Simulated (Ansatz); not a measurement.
# Zr2PN: relaxing a made-up structure, part 2 of 2

This structure for Zr2PN is made up. Its elements were placed in a known structure type with a cell scaled to their sizes. What cell does the guess relax to, and how far off was it?

Ansatz 0.2.0; DFT, PBEsol, plane-wave PAW, files of the set soft_1, scalar-relativistic, no spin, cell and ions relaxed at zero pressure; PAW set soft_1 (the session's first sound run).

So far: The starting structure; Relaxation of the guess. The relaxed cell has a = 3.372, c = 12.255 Å (conventional setting).

### Step 3. Bands of the relaxed cell

With the geometry fixed, one more self-consistent run, with a narrower smearing and the mesh shown in its input, gives the bands, and its pressure, and its forces where symmetry allows any, show how far the geometry depends on these settings.

This step: DFT, PBEsol, plane-wave PAW, files of the set soft_1, scalar-relativistic, no spin, bands and density of states at the relaxed cell; PAW set soft_1 (Ansatz 0.2.0).

Contents of input.yaml:

```yaml
crystal:
  lattice:
    - [3.3717775636, 0.0, 0.0]
    - [-1.6858887818, 2.920045026, 0.0]
    - [0.0, 0.0, 12.2552513465]
  atoms:
    - { symbol: Zr, position: [0.3333333333, 0.6666666667, 0.1346668629] }
    - { symbol: Zr, position: [0.6666666667, 0.3333333333, 0.6346668629] }
    - { symbol: Zr, position: [0.6666666667, 0.3333333333, 0.8653331371] }
    - { symbol: Zr, position: [0.3333333333, 0.6666666667, 0.3653331371] }
    - { symbol: P, position: [0.0, 0.0, 0.0] }
    - { symbol: P, position: [0.0, 0.0, 0.5] }
    - { symbol: "N", position: [0.3333333333, 0.6666666667, 0.75] }
    - { symbol: "N", position: [0.6666666667, 0.3333333333, 0.25] }
kpoints:
  mp_grid: { grid: [10, 10, 4] }
  band_path:
    path:
      - [[0.0, 0.0, 0.0], [0.5, 0.0, 0.0], [0.33333333, 0.33333333, 0.0], [0.0, 0.0, 0.0], [0.0, 0.0, 0.5], [0.5, 0.0, 0.5], [0.33333333, 0.33333333, 0.5], [0.0, 0.0, 0.5]]
      - [[0.5, 0.0, 0.5], [0.5, 0.0, 0.0]]
      - [[0.33333333, 0.33333333, 0.0], [0.33333333, 0.33333333, 0.5]]
    npoints: 8
scf:
  occupations: { method: fermi_dirac, width: 0.03 }
  n_extra_bands: 12
hamiltonian:
  xc: pbesol
  pseudopotentials: { kind: paw, azcp: { folder: soft_1 }, xc_functional: pbe }
output:
  forces: true
  stress: true
  write_bands: true
  dos: { projected: true }
  write_density: true
  write_potential: true
  elf: true
  volumetric_format: npy
```

Command:

```sh
$ ansatz run input.yaml --threads 4 --pin off --max-ram 10240MiB --backend cpu --events-out ev --progress --plain --runs-dir out
```

Numbers of over 12 decimals in the logs are rounded to 6 here.

The program printed:

```text
[...]
Crystal: 8 atoms, lattice volume = 120.662 Å³
Basis set: ecut = 420 eV, 2405 PW (Γ), exchange–correlation on 48×48×180 points (8 copies of the dense FFT grid, shifted against one another)
Bands: 46, of which v1, the nominal top of the filled ones, is band 34 counted from 1 (33 counted from 0)
Symmetry: 24 space group operations
[...]
k-points: 42 of 400
[...]
SCF iter   1: F=—  HF=-18763.333849 eV  |F-HF|=—  |Δ(HF+E_count)|=         —  Δρ=5.29e-2  dr2=7.62e0  ethr=3.10e-3  ⟨swp⟩=6.7  Hψ=8854  notcnv=0  defer=9
[...]
SCF iter   9: F=-18761.916428 eV  HF=-18761.916428 eV  |F-HF|=1.78e-9  |Δ(HF+E_count)|=   9.80e-9  Δρ=1.67e-6  dr2=3.75e-9  ethr=1.47e-10  ⟨swp⟩=15.6  Hψ=13199  notcnv=0
SCF 1 converged in 9 iterations: F = -18761.916428 eV  dr2 = 3.75e-9
[...]
NSCF: frozen V_eff on 75 k-points
SCF converged after 9 iterations
Free energy (F): -18761.916428 eV
[...]
Internal energy: -18761.904101 eV  (E = F + TS)
E sigma→0 (E₀):  -18761.910265 eV
Entropy (-TS):   -0.012327 eV (-1.541 meV/atom)
Fermi energy:    14.873610 eV
[...]
--- Forces (eV/Å), atoms counted from 1 ---
  atom   1  Zr    -0.00000000    -0.00000000    -0.07495504
  atom   2  Zr     0.00000000     0.00000000    -0.07495504
  atom   3  Zr     0.00000000     0.00000000     0.07495504
  atom   4  Zr    -0.00000000    -0.00000000     0.07495504
  atom   5  P     -0.00000000     0.00000000     0.00000000
  atom   6  P      0.00000000     0.00000000     0.00000000
  atom   7  N      0.00000000     0.00000000     0.00000000
  atom   8  N      0.00000000    -0.00000000    -0.00000000
  max |Σ_I F_I| component: 1.02e-16 eV/Å
--- Stress (GPa, compression-positive) ---
        0.177380       0.000000      -0.000000
        0.000000       0.177380      -0.000000
       -0.000000      -0.000000      -0.267780
  P = ⅓ Tr σ = 0.0290 GPa (0.290 kbar)
--- Band table (eV; the first three rows and the last of 42) ---
  k-point 0: bands = [... 30 lower, 13.2314, 14.4100, 14.4100, 14.8440, 15.0528, 15.0528, 15.0933, 15.0933, ... 8 higher]
  k-point 1: bands = [... 30 lower, 13.6105, 14.0130, 14.0130, 14.5751, 15.1517, 15.1517, 15.3454, 15.3454, ... 8 higher]
  k-point 2: bands = [... 30 lower, 13.4765, 13.4765, 14.1064, 14.1064, 15.3050, 15.3050, 15.3050, 15.3050, ... 8 higher]
  k-point 41: bands = [... 30 lower, 11.6640, 11.6640, 15.5714, 15.5714, 15.8644, 15.8644, 16.5111, 16.5111, ... 8 higher]
```

The job ended after 7.8 s (4 threads of Arm Neoverse V2, shared host; peak memory 0.57 GiB).

This step gave:

| Quantity | Value |
| --- | --- |
| free energy | -18761.9164 eV |
| energy at zero smearing | -18761.9103 eV |
| smearing term TS | 0.01233 eV |
| Fermi energy | 14.87 eV |
| pressure | 0.02899 GPa |

From bands.tsv, the bands that come nearest the Fermi level along the path, at its corners, in eV from the Fermi level:

```
point  band 31  band 32  band 33  band 34  band 35  band 36  band 37  band 38
    Γ    -1.64    -0.46    -0.46    -0.03     0.18     0.18     0.22     0.22
    M    -2.48    -2.32    -1.57    -1.11    -0.64     1.33     2.27     2.28
    K    -3.33    -3.33     0.74     1.07     1.13     1.13     1.67     1.67
    Γ    -1.64    -0.46    -0.46    -0.03     0.18     0.18     0.22     0.22
    A    -1.40    -1.40    -0.77    -0.77     0.43     0.43     0.43     0.43
    L    -2.00    -2.00    -1.81    -1.81     0.33     0.33     2.70     2.70
    H    -3.28    -3.28     0.87     0.87     1.31     1.31     1.40     1.40
    A    -1.40    -1.40    -0.77    -0.77     0.43     0.43     0.43     0.43
    L    -2.00    -2.00    -1.81    -1.81     0.33     0.33     2.70     2.70
    M    -2.48    -2.32    -1.57    -1.11    -0.64     1.33     2.27     2.28
    K    -3.33    -3.33     0.74     1.07     1.13     1.13     1.67     1.67
    H    -3.28    -3.28     0.87     0.87     1.31     1.31     1.40     1.40
```

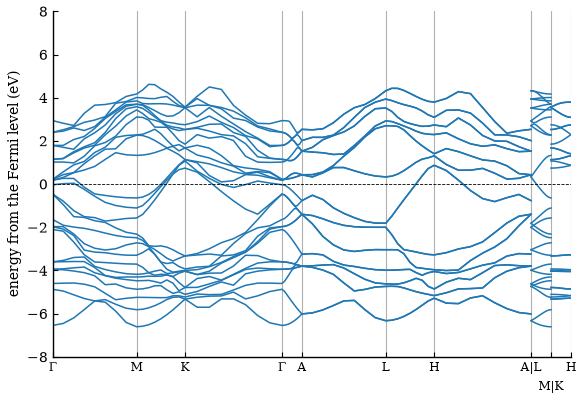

Bands along the path. 20 bands lie wholly below the window drawn.

States per cell as run, both spins, in windows of 1 eV, from dos.tsv (zero at the Fermi level):

```
from  to  total
  -8  -7   0.00
  -7  -6   0.55
  -6  -5   4.36
  -5  -4   7.34
  -4  -3   7.41
  -3  -2   3.68
  -2  -1   1.87
  -1   0   2.69
   0   1   4.12
   1   2   5.06
```

Below -8 eV lie 40.0 more states.

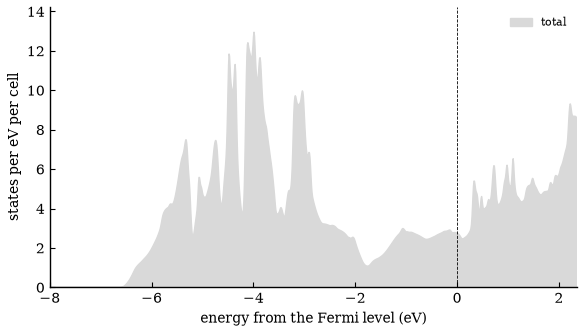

Total density of states, smoothed over about 0.04 eV.

Force by atom:

| atom | x (eV/Å) | y (eV/Å) | z (eV/Å) | size |
| --- | --- | --- | --- | --- |
| Zr1 | 0.0000 | 0.0000 | -0.0750 | 0.0750 |
| Zr2 | 0.0000 | 0.0000 | -0.0750 | 0.0750 |
| Zr3 | 0.0000 | 0.0000 | 0.0750 | 0.0750 |
| Zr4 | 0.0000 | 0.0000 | 0.0750 | 0.0750 |
| P5 | 0.0000 | 0.0000 | 0.0000 | 0.0000 |
| P6 | 0.0000 | 0.0000 | 0.0000 | 0.0000 |
| N7 | 0.0000 | 0.0000 | 0.0000 | 0.0000 |
| N8 | 0.0000 | 0.0000 | 0.0000 | 0.0000 |

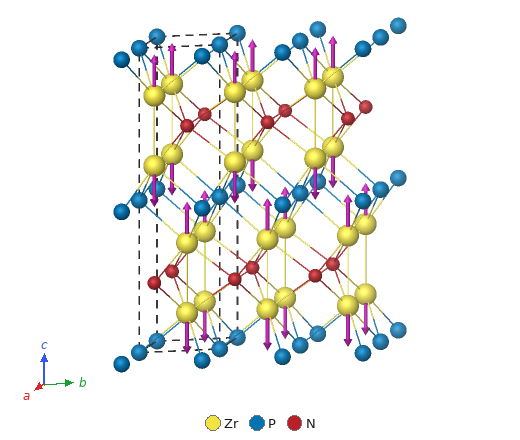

Force as arrows, the longest 0.0750 eV/Å. Bonds to atoms that aren't drawn are left out. 2×3×1 cells are drawn. Some periodic images of atoms are drawn too.

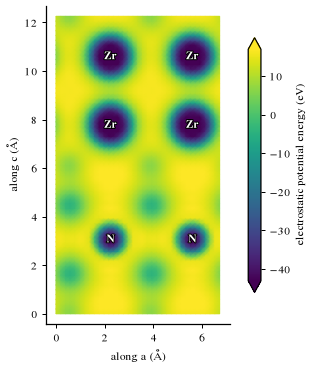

Electrostatic potential energy in the ac plane at fractional y = 0.333, with atoms of Zr and N within 0.2 Å of it. With pseudopotentials it is smooth inside the atoms' cores, unlike the true potential.

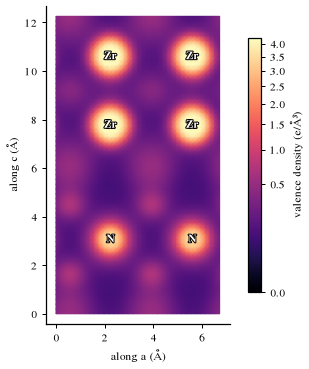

Valence density in the ac plane at fractional y = 0.333, with atoms of Zr and N within 0.2 Å of it. It is the smooth field of the valence electrons, not physical close to the nuclei. The colour scale is stretched toward low values.

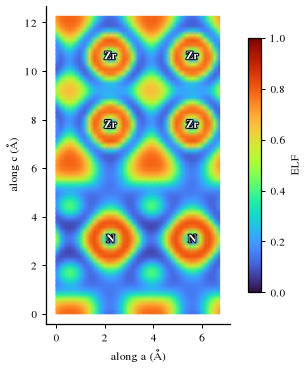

ELF in the ac plane at fractional y = 0.333, with atoms of Zr and N within 0.2 Å of it. It is the smooth field of the valence electrons, not physical close to the nuclei.

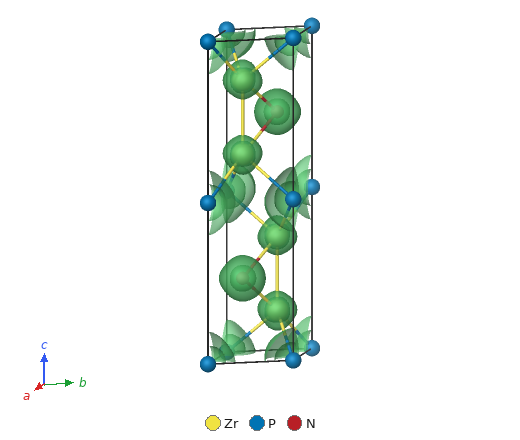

Surface of ELF = 0.75. Bonds to atoms that aren't drawn are left out.

### Step 4. Outcome

| Quantity | Value |
| --- | --- |
| space group, relaxed | P6_3/mmc |
| conventional cell | a = 3.372, b = 3.372, c = 12.255 Å; α = 90.0°, β = 90.0°, γ = 120.0° |
| volume per atom | 15.08 Å³ (guess 16.27) |

**Reading.** Zr2PN relaxes to P6_3/mmc with a = 3.372, b = 3.372 and c = 12.255 Å. The guessed volume was 8 % too large. The space group P6_3/mmc was held in the relaxation, so the end point is a stationary structure within it and may be a saddle against distortions or other arrangements. Bands cross the Fermi level, so it is a metal or semimetal at this level. On the 10×10×4 mesh with the narrower smearing (relaxed on 9×9×3) the largest force component is 0.075 eV/Å and the largest stress component is 0.268 GPa, against the relaxation's thresholds of 0.015 eV/Å and 0.05 GPa. The cutoff wasn't tested. No dispersion term is used, so weakly bound directions may come out too long. Nothing here tests whether the compound is stable against decomposition.

[Logs are printed without paths, hosts, clocks, repeated set-up lines and the standing remarks that a program may print on its own settings, such as how far it seeks lower states.]

[Hosts, paths, dates, database ids (printed as entryN), source tags and the programs' standing remarks are cut or masked in the printed files.]
